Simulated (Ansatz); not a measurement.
# One shape, several levels: GeH4 (SMILES [H][Ge]([H])([H])[H])

Aim: a comparison of 6 runs (B2PLYP/STO-3G, UPBE/STO-3G, r2SCAN0/STO-3G, wB97X/STO-3G, UMP2/STO-3G, CCSD(T)/STO-3G) of GeH4. 

The results are computed with Ansatz 0.2.0.

30 further runs of the same task are left out: 2 that didn't finish, 28 set aside as unsound or not needed.

### Step 1. The molecule

GeH4: 5 atoms, total charge 0, spin state singlet. SMILES: `[H][Ge]([H])([H])[H]`. The H4–Ge1 distance was set to 3.706 Å, away from the relaxed value. At this shape a bond of the SMILES string is far longer than usual.

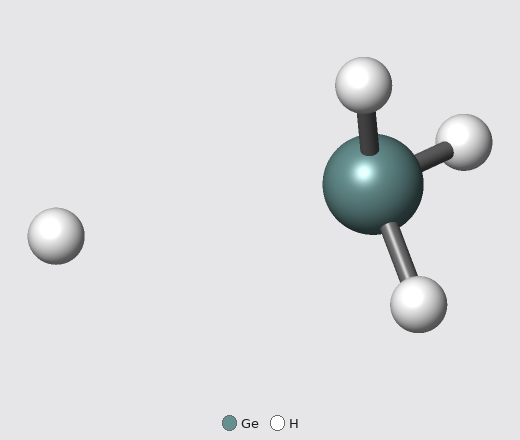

The structure, seen from a chosen angle (germanium teal, hydrogen white).

### Step 2. A single-point energy at B2PLYP/STO-3G (run 1)

run.yaml reads:

```yaml
crystal:
  periodic: [false, false, false]
  atoms:
    - {symbol: Ge, position_ang: [1.061728, -1.819847, 0.709889]}
    - {symbol: H, position_ang: [1.073088, -1.838437, 2.192029]}
    - {symbol: H, position_ang: [2.456508, -1.810257, 0.206609]}
    - {symbol: H, position_ang: [-0.707610, 1.213950, -0.473620]}
    - {symbol: H, position_ang: [0.362718, -3.026557, 0.205529]}
basis:
  gaussian:
    orbitals: STO-3G
correlation:
  frozen_orbitals: {Ge: 9, H: 0}
accuracy: high
hamiltonian:
  xc: {name: B2PLYP}
```

Started as:

```console
$ ansatz run run.yaml --threads 1 --pin off --max-ram 2610MiB --events-out events.jsonl --progress --plain --runs-dir runs
```

The log of the run:

```text
Warning: RAYON_NUM_THREADS=1 ignored (pool sized by the plan → 1); use --threads N
Functional definition: B2PLYP
  name "B2PLYP"
  parameter a = 0.53
  parameter c = 0.27
  exchange = (1 - a)*b88_x + a*exact_x
  correlation = (1 - c)*lyp_c + c*(mp2_os + mp2_ss)
281 factors; integrals over basis functions are off by at most 7.8e-9 eV
mean field evaluation 1: about -55906.5915 eV, gradient 1.4e1 eV
mean field evaluation 2: about -55906.5821 eV, gradient 1.4e1 eV
mean field evaluation 4: about -55910.0531 eV, gradient 1.8e1 eV
mean field evaluation 8: about -55910.9476 eV, gradient 1.6e1 eV
mean field evaluation 16: about -55913.4400 eV, gradient 2.6e-8 eV
mean field -55913.43995348 eV, -2054.7810187996 hartree, gradient 2.7e-8 eV, S^2 0.000000; 0 other end points of the search recorded, 0 dependent functions left out; unrestricted orbitals would lower it
9 core orbitals not correlated: weight in the atoms' cores, before any rotation towards them, 1.000 or more for the frozen orbitals, at most 0.000 for the correlated occupied ones
reference -55913.43997178 eV, -2054.7810194719 hartree; 9, 9 occupied and 4, 4 virtual orbitals, 281 factors
second order -7.39897993 eV of doubles, -0.00000000 eV of singles
Total energy: -55915.43769636 eV, -2054.8544344962 hartree
```

Run time: 1.2 s. Hardware: 1 thread of Intel Xeon Platinum 8375C at 2.90GHz (Ice Lake), shared host; peak memory 0.11 GiB.

### Step 3. The energy at UPBE/STO-3G (run 2)

input.yaml reads:

```yaml
crystal:
  periodic: [false, false, false]
  atoms:
    - symbol: Ge
      position_ang: [1.061728, -1.819847, 0.709889]
    - symbol: H
      position_ang: [1.073088, -1.838437, 2.192029]
    - symbol: H
      position_ang: [2.456508, -1.810257, 0.206609]
    - symbol: H
      position_ang: [-0.707610, 1.213950, -0.473620]
    - symbol: H
      position_ang: [0.362718, -3.026557, 0.205529]
basis:
  gaussian:
    orbitals: STO-3G
magnetization:
  spin_polarized: true
hamiltonian:
  xc: {name: PBE}
accuracy: high
```

Started as:

```console
$ ansatz run input.yaml --threads 1 --pin off --max-ram 2610MiB --events-out events.jsonl --progress --plain --runs-dir runs
```

The log of the run:

```text
Warning: RAYON_NUM_THREADS=1 ignored (pool sized by the plan → 1); use --threads N
Functional definition: PBE
  name "PBE"
  parameter kappa = 0.804
  parameter beta = 0.06672455060314922
  exchange = pbe_x(kappa = kappa, mu = beta*pi^2/3)
  correlation = pbe_c(beta = beta)
281 factors; integrals over basis functions are off by at most 7.8e-9 eV
mean field evaluation 1: about -55786.8882 eV, gradient 1.6e2 eV
mean field evaluation 2: about -55876.3890 eV, gradient 4.8e1 eV
mean field evaluation 4: about -55902.0231 eV, gradient 1.6e1 eV
mean field evaluation 8: about -55904.4334 eV, gradient 1.4e1 eV
mean field evaluation 16: about -55914.2023 eV, gradient 3.2e-1 eV
mean field evaluation 32: about -55915.6103 eV, gradient 4.9e-6 eV
mean field -55915.61031844 eV, -2054.8607782407 hartree, gradient 5.8e-8 eV, S^2 0.990962; 3 other end points of the search recorded, 0 dependent functions left out
reference -55915.61032055 eV, -2054.8607783183 hartree; 18, 18 occupied and 4, 4 virtual orbitals, 281 factors
Total energy: -55915.61032055 eV, -2054.8607783183 hartree
```

Run time: 2.6 s. Hardware: 1 thread of Intel Xeon Platinum 8375C at 2.90GHz (Ice Lake), shared host; peak memory 0.14 GiB.

### Step 4. A single-point energy at r2SCAN0/STO-3G (run 3)

input.yaml reads:

```yaml
crystal:
  periodic: [false, false, false]
  atoms:
    - {symbol: Ge, position_ang: [1.061728, -1.819847, 0.709889]}
    - {symbol: H, position_ang: [1.073088, -1.838437, 2.192029]}
    - {symbol: H, position_ang: [2.456508, -1.810257, 0.206609]}
    - {symbol: H, position_ang: [-0.707610, 1.213950, -0.473620]}
    - {symbol: H, position_ang: [0.362718, -3.026557, 0.205529]}
basis:
  gaussian: {orbitals: STO-3G}
total_charge: 0
hamiltonian: {xc: {name: r2SCAN0}}
accuracy: high
```

Started as:

```console
$ ansatz run input.yaml --threads 1 --pin off --max-ram 2610MiB --events-out events.jsonl --progress --plain --runs-dir runs
```

The log of the run:

```text
Warning: RAYON_NUM_THREADS=1 ignored (pool sized by the plan → 1); use --threads N
Functional definition: r2SCAN0
  name "r2SCAN0"
  parameter a = 0.25
  parameter k0 = 0.174
  parameter k1 = 0.065
  parameter a1 = 4.9479
  exchange = (1 - a)*r2scan_x(k0 = k0, k1 = k1, a1 = a1) + a*exact_x
  correlation = r2scan_c
281 factors; integrals over basis functions are off by at most 7.8e-9 eV
mean field evaluation 1: about -55902.6262 eV, gradient 7.3e1 eV
mean field evaluation 2: about -55911.3476 eV, gradient 3.7e1 eV
mean field evaluation 4: about -55916.9828 eV, gradient 1.2e1 eV
mean field evaluation 8: about -55926.3364 eV, gradient 9.8e0 eV
mean field evaluation 16: about -55926.9346 eV, gradient 4.4e-9 eV
mean field -55926.93460468 eV, -2055.2769380842 hartree, gradient 2.6e-8 eV, S^2 0.000000; 0 other end points of the search recorded, 0 dependent functions left out
reference -55926.93460504 eV, -2055.2769380976 hartree; 18, 18 occupied and 4, 4 virtual orbitals, 281 factors
Total energy: -55926.93460504 eV, -2055.2769380976 hartree
```

Wall time 2.3 s (1 thread of Intel Xeon Platinum 8375C at 2.90GHz (Ice Lake), shared host); peak memory 0.14 GiB.

Runs 4 to 5 aren't shown in full; the table further down has their settings and results.

### Step 5. A single-point energy at CCSD(T)/STO-3G (run 6)

job.yaml reads:

```yaml
crystal:
  periodic: [false, false, false]
  atoms:
    - {symbol: Ge, position_ang: [1.061728, -1.819847, 0.709889]}
    - {symbol: H, position_ang: [1.073088, -1.838437, 2.192029]}
    - {symbol: H, position_ang: [2.456508, -1.810257, 0.206609]}
    - {symbol: H, position_ang: [-0.707610, 1.213950, -0.473620]}
    - {symbol: H, position_ang: [0.362718, -3.026557, 0.205529]}
basis:
  gaussian:
    orbitals: STO-3G
total_charge: 0
correlation:
  method: ccsd_t
  frozen_orbitals: {Ge: 9, H: 0}
accuracy: high
scf:
  omitted_lower_state_checks: [cluster_reference, increment]
```

Started as:

```console
$ ansatz run job.yaml --threads 1 --pin off --max-ram 2610MiB --events-out events.jsonl --progress --plain --runs-dir runs
```

The log of the run, shortened:

```text
Warning: RAYON_NUM_THREADS=1 ignored (pool sized by the plan → 1); use --threads N
Functional definition: HF
  name "HF"
[...]
281 factors; integrals over basis functions are off by at most 7.8e-9 eV
[...]
mean field -55884.59208368 eV, -2053.7208791381 hartree, gradient 1.2e-8 eV, S^2 0.000000; 1 other end points of the search recorded, 0 dependent functions left out; unrestricted orbitals would lower it
9 core orbitals not correlated: weight in the atoms' cores, before any rotation towards them, 1.000 or more for the frozen orbitals, at most 0.000 for the correlated occupied ones
reference -55884.59208368 eV, -2053.7208791381 hartree; 9, 9 occupied and 4, 4 virtual orbitals, 281 factors
second order -4.46389132 eV of doubles, -0.00000000 eV of singles
cycle   1  -2.92283503 eV  change    -1.2e0 eV  update   1.6e-1
[...]
cycle  24  -6.58667440 eV  change  -2.5e-10 eV  update  5.5e-10
perturbative correction -0.14464367 eV, -0.0053155569 hartree
WARN: these amplitudes may be one of several solutions (largest doubles amplitude 0.88, level shift 12.71 eV)
Total energy: -55891.32340175 eV, -2053.9682505145 hartree
Checks for a lower state left out: cluster_reference, increment
```

Wall time 0.2 s (1 thread of Intel Xeon Platinum 8375C at 2.90GHz (Ice Lake), shared host).

### Step 6. All runs side by side

```csv
run,level,frozen core orbitals,energy (Eh),wall time
1,B2PLYP/STO-3G,9,-2054.854434,1.2 s
2,UPBE/STO-3G,–,-2054.860778,2.6 s
3,r2SCAN0/STO-3G,–,-2055.276938,2.3 s
4,wB97X/STO-3G,–,-2055.194276,3.6 s
5,UMP2/STO-3G,9,-2053.949266,0.28 s
6,CCSD(T)/STO-3G,9,-2053.968251,0.2 s
```

### Step 7. Results

| quantity | value |
| --- | --- |
| run 6: total energy | -2053.96825 Eh |
| run 6: correlation energy (9 core orbitals frozen) | -247.4 mEh |
| run 6: (T) correction | -5.32 mEh |
| run 6: T1 diagnostic | 0.026 |

What this shows: Totals of different functionals can't be ranked against each other. In runs 1, 6 the log says that unrestricted orbitals would lower the reference, so the values rest on an unstable closed-shell determinant (other closed-shell runs at this shape may share the fault). In runs 1, 2, 3, 4, 5, 6 the basis is minimal, so the values are rough. In runs 1, 3, 4, 6 a closed-shell determinant meets a far-stretched bond, which it describes badly. Spin contamination of the reference: run 5 ⟨S²⟩ = 1.00, run 2 ⟨S²⟩ = 0.99. Where it is this large, the reference is a mixture of spin states, and values that rest on it are in doubt. All runs together took 10 s, the longest 3.6 s.
